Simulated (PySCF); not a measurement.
# CH9OPSi2 (SMILES C[SiH](P)O[SiH3]): levels of theory compared

Aim: a comparison of 5 runs (HF/3-21G, HF/def2-SVP, B3LYP/6-31G*, CAM-B3LYP/6-31G*, TPSSh/def2-SVP) of CH9OPSi2. Input form: a Python script.

Program for the calculation: PySCF 2.14.0.

### 1 Starting point

CH9OPSi2: 14 atoms, total charge 0, spin state singlet. SMILES: `C[SiH](P)O[SiH3]`. The coordinates come from a GFN2-xTB relaxation. This is one conformer, not always the lowest.

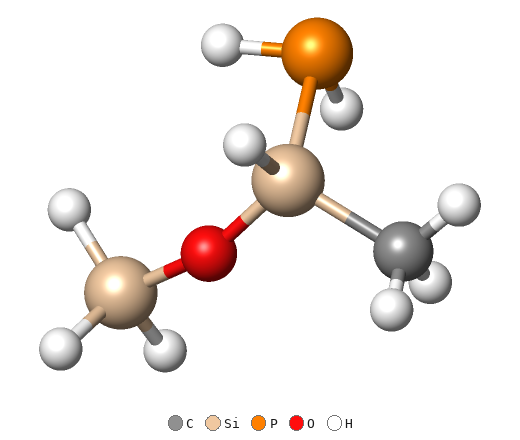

Viewed from a chosen angle; carbon grey, silicon light orange, phosphorus orange, oxygen red, hydrogen white.

### 2 Energy and forces at HF/3-21G (run 1)

Contents of calc.py:

```python
# C[SiH](P)O[SiH3]
import pyscf.grad
from pyscf import gto

molecule = gto.M(
    atom='''
C       -1.878100       1.162720       0.217820
Si      -0.043580       0.796010       0.534730
P        0.181580      -0.448030       2.401750
O        0.541360       0.037410      -0.777820
Si       1.403760      -0.993950      -1.684700
H       -2.321420       1.652170       1.078830
H       -2.442720       0.255010       0.024290
H       -1.999850       1.817020      -0.638720
H        0.773630       2.003850       0.677880
H        1.411000      -0.966800       2.034250
H       -0.489990      -1.547700       1.892820
H        2.472290      -1.557070      -0.858300
H        1.925140      -0.183520      -2.780250
H        0.466910      -2.027110      -2.122590
''',
    charge=0,
    basis='3-21g',
    max_memory=1860,
    verbose=3,
)

mf = molecule.RHF()
mf.conv_tol = 1e-10
mf.kernel()
if not mf.converged:
    mf = mf.newton().run(mf.mo_coeff, mf.mo_occ)

etot = mf.e_tot
print('E(%s) = %.9f' % ('HF', etot))
grad = mf.Gradients().kernel()
mf.analyze()
```

Command:

```
$ OMP_NUM_THREADS=1 python calc.py
```

The log of the run:

```text
converged SCF energy = -1031.20357849279
[... 14 lines left out ...]
MO #5   energy= -11.1554962944897  occ= 2
[... 6 lines left out ...]
MO #12  energy= -4.24539972307612  occ= 2
[... 6 lines left out ...]
MO #19  energy= -0.9597343619073   occ= 2
[... 6 lines left out ...]
MO #26  energy= -0.557687201412866 occ= 2
[... 6 lines left out ...]
MO #33  energy= -0.357719497103463 occ= 2
[... 6 lines left out ...]
MO #40  energy= 0.241501338248248  occ= 0
[... 6 lines left out ...]
MO #47  energy= 0.431299569524215  occ= 0
[... 6 lines left out ...]
MO #54  energy= 0.639591456864578  occ= 0
[... 6 lines left out ...]
MO #61  energy= 1.08686592901329   occ= 0
[... 6 lines left out ...]
MO #68  energy= 1.3714268466098    occ= 0
[... 6 lines left out ...]
MO #75  energy= 3.21099808405004   occ= 0
[... 15 lines left out ...]
Dipole moment(X, Y, Z, Debye):  0.08636, -0.48046, -1.71304
```

It took 4.5 s on 1 thread of Arm Neoverse V1, shared host; peak memory 0.15 GiB.

### 3 Energy and gradient at HF/def2-SVP (run 2)

Contents of input.py:

```python
import pyscf.grad
from pyscf import gto

mol = gto.M(
    atom=[
    ('C', (-1.878100, 1.162720, 0.217820)),
    ('Si', (-0.043580, 0.796010, 0.534730)),
    ('P', (0.181580, -0.448030, 2.401750)),
    ('O', (0.541360, 0.037410, -0.777820)),
    ('Si', (1.403760, -0.993950, -1.684700)),
    ('H', (-2.321420, 1.652170, 1.078830)),
    ('H', (-2.442720, 0.255010, 0.024290)),
    ('H', (-1.999850, 1.817020, -0.638720)),
    ('H', (0.773630, 2.003850, 0.677880)),
    ('H', (1.411000, -0.966800, 2.034250)),
    ('H', (-0.489990, -1.547700, 1.892820)),
    ('H', (2.472290, -1.557070, -0.858300)),
    ('H', (1.925140, -0.183520, -2.780250)),
    ('H', (0.466910, -2.027110, -2.122590)),
],
    basis='def2-svp',
    verbose=4,
    charge=0,
    max_memory=1860,
)

calc0 = mol.RHF()
calc0.conv_tol = 1e-10
calc0.kernel()
if not calc0.converged:
    calc0 = calc0.newton().run(calc0.mo_coeff, calc0.mo_occ)

energy = calc0.e_tot
print('Final energy', energy)
grad = calc0.Gradients().kernel()
dip = calc0.dip_moment()
pop, q = calc0.mulliken_pop()
```

Command:

```
$ OMP_NUM_THREADS=1 python input.py
```

The log of the run:

```text
PySCF version 2.14.0

[... 68 lines left out ...]
converged SCF energy = -1036.29176567098
Final energy -1036.2917656709808
[... 11 lines left out ...]
Dipole moment(X, Y, Z, Debye): -0.13004, -0.32281, -1.03507
[... 103 lines left out ...]
pop of  9 H 1s            0.74431
pop of  9 H 2s            0.26277
pop of  9 H 2px           0.01161
pop of  9 H 2py           0.00433
pop of  9 H 2pz           0.00459
pop of  10 H 1s           0.74483
pop of  10 H 2s           0.26730
pop of  10 H 2px          0.00486
pop of  10 H 2py          0.01030
pop of  10 H 2pz          0.00519
pop of  11 H 1s           0.76347
pop of  11 H 2s           0.40793
pop of  11 H 2px          0.00561
pop of  11 H 2py          0.00186
pop of  11 H 2pz          0.00364
pop of  12 H 1s           0.76285
pop of  12 H 2s           0.40491
pop of  12 H 2px          0.00163
pop of  12 H 2py          0.00376
pop of  12 H 2pz          0.00574
pop of  13 H 1s           0.76307
pop of  13 H 2s           0.40782
pop of  13 H 2px          0.00471
pop of  13 H 2py          0.00510
pop of  13 H 2pz          0.00127
 ** Mulliken atomic charges  **
charge of    0C =     -0.39764
charge of    1Si =      0.97723
charge of    2P =     -0.12474
charge of    3O =     -0.81643
charge of    4Si =      0.94680
charge of    5H =      0.05836
charge of    6H =      0.06137
charge of    7H =      0.06452
charge of    8H =     -0.16602
charge of    9H =     -0.02760
charge of   10H =     -0.03248
charge of   11H =     -0.18251
charge of   12H =     -0.17889
charge of   13H =     -0.18196
```

Run time: 18 s. Hardware: 1 thread of Arm Neoverse V1, shared host; peak memory 0.37 GiB.

Runs 3 to 4 aren't shown in full; the table further down has their settings and results.

### 4 Energy and gradient at TPSSh/def2-SVP (run 5)

Contents of input.py:

```python
# C[SiH](P)O[SiH3]
from pyscf import gto, dft

mol = gto.Mole()
mol.atom = '''
C       -1.878100       1.162720       0.217820
Si      -0.043580       0.796010       0.534730
P        0.181580      -0.448030       2.401750
O        0.541360       0.037410      -0.777820
Si       1.403760      -0.993950      -1.684700
H       -2.321420       1.652170       1.078830
H       -2.442720       0.255010       0.024290
H       -1.999850       1.817020      -0.638720
H        0.773630       2.003850       0.677880
H        1.411000      -0.966800       2.034250
H       -0.489990      -1.547700       1.892820
H        2.472290      -1.557070      -0.858300
H        1.925140      -0.183520      -2.780250
H        0.466910      -2.027110      -2.122590
'''
mol.max_memory = 1860
mol.charge = 0
mol.spin = 0
mol.verbose = 4
mol.basis = 'def2-svp'
mol.build()

ks = dft.RKS(mol, xc='tpssh')
ks.grids.level = 5
ks.conv_tol = 1e-10
ks.kernel()
if not ks.converged:
    ks = ks.newton().run(ks.mo_coeff, ks.mo_occ)

e_final = ks.e_tot
print('Final energy', e_final)
grad = ks.nuc_grad_method().kernel()
ks.analyze()
```

Command:

```
$ OMP_NUM_THREADS=1 python input.py
```

The log of the run:

```text
PySCF version 2.14.0

[... 98 lines left out ...]
Total Energy =                       -1038.853687182793919
[... 13 lines left out ...]
MO #7   energy= -5.24229377337723  occ= 2
[... 11 lines left out ...]
MO #19  energy= -0.681220749821511 occ= 2
[... 11 lines left out ...]
MO #31  energy= -0.299090406736687 occ= 2
[... 11 lines left out ...]
MO #43  energy= 0.119573160524589  occ= 0
[... 11 lines left out ...]
MO #55  energy= 0.37741318839698   occ= 0
[... 11 lines left out ...]
MO #67  energy= 0.578143009509917  occ= 0
[... 11 lines left out ...]
MO #79  energy= 0.853100783287596  occ= 0
[... 11 lines left out ...]
MO #91  energy= 1.31647504697631   occ= 0
[... 11 lines left out ...]
MO #103 energy= 1.75614720907376   occ= 0
[... 11 lines left out ...]
MO #115 energy= 2.24257374632978   occ= 0
[... 11 lines left out ...]
MO #127 energy= 3.23883134190362   occ= 0
[... 105 lines left out ...]
pop of  9 H 2s            0.00758
pop of  9 H 2px           0.00297
pop of  9 H 2py           0.00082
pop of  9 H 2pz           0.00062
pop of  10 H 1s           0.98685
pop of  10 H 2s           0.00765
pop of  10 H 2px          0.00086
pop of  10 H 2py          0.00269
pop of  10 H 2pz          0.00082
pop of  11 H 1s           1.12490
pop of  11 H 2s           0.00474
pop of  11 H 2px          0.00213
pop of  11 H 2py          0.00056
pop of  11 H 2pz          0.00178
pop of  12 H 1s           1.11639
pop of  12 H 2s           0.00486
pop of  12 H 2px          0.00048
pop of  12 H 2py          0.00185
pop of  12 H 2pz          0.00223
pop of  13 H 1s           1.12109
pop of  13 H 2s           0.00473
pop of  13 H 2px          0.00226
pop of  13 H 2py          0.00194
pop of  13 H 2pz          0.00033
 ** Mulliken atomic charges  **
charge of    0C =     -0.53014
charge of    1Si =      0.88400
charge of    2P =     -0.15911
charge of    3O =     -0.80728
charge of    4Si =      0.79561
charge of    5H =      0.11104
charge of    6H =      0.11042
charge of    7H =      0.11240
charge of    8H =     -0.13321
charge of    9H =      0.00542
charge of   10H =      0.00112
charge of   11H =     -0.13411
charge of   12H =     -0.12580
charge of   13H =     -0.13035
Dipole moment(X, Y, Z, Debye): -0.24771, -0.30984, -1.07378
```

It took 2.7 min on 1 thread of Arm Neoverse V1, shared host; peak memory 1.4 GiB.

### 5 All runs side by side

| run | level | integration grid | energy (Eh) | dipole moment (D) | HOMO energy (eV) | LUMO energy (eV) | wall time |
| --- | --- | --- | --- | --- | --- | --- | --- |
| 1 | HF/3-21G | – | -1031.203578 | 1.78 | -9.73 | 4.11 | 4.5 s |
| 2 | HF/def2-SVP | – | -1036.291766 | 1.09 | -9.82 | 3.90 | 18 s |
| 3 | B3LYP/6-31G* (spherical functions) | 5 | -1039.160140 | 1.29 | -6.82 | 0.32 | 69 s |
| 4 | CAM-B3LYP/6-31G* (spherical functions) | 5 | -1039.060221 | 1.32 | -8.32 | 1.55 | 2.2 min |
| 5 | TPSSh/def2-SVP | 5 | -1038.853687 | 1.14 | -6.59 | 0.25 | 2.7 min |

### 6 Summary of results

| quantity | value |
| --- | --- |
| run 5: total energy | -1038.85369 Eh |
| run 5: dipole moment | 1.14 D |
| run 5: HOMO energy | -6.59 eV |
| run 5: LUMO energy | 0.25 eV |
| run 5: HOMO–LUMO gap | 6.84 eV |
| run 5: largest force on an atom | 1.303 eV/Å |

In words: The dipole moment (its size) runs from 1.09 D (HF/def2-SVP) to 1.78 D (HF/3-21G). The HOMO–LUMO gap runs from 6.84 eV (TPSSh/def2-SVP) to 13.84 eV (HF/3-21G). The two ends differ in method and basis. Totals of different functionals can't be ranked against each other. All runs together took 6.4 min, the longest 2.7 min.
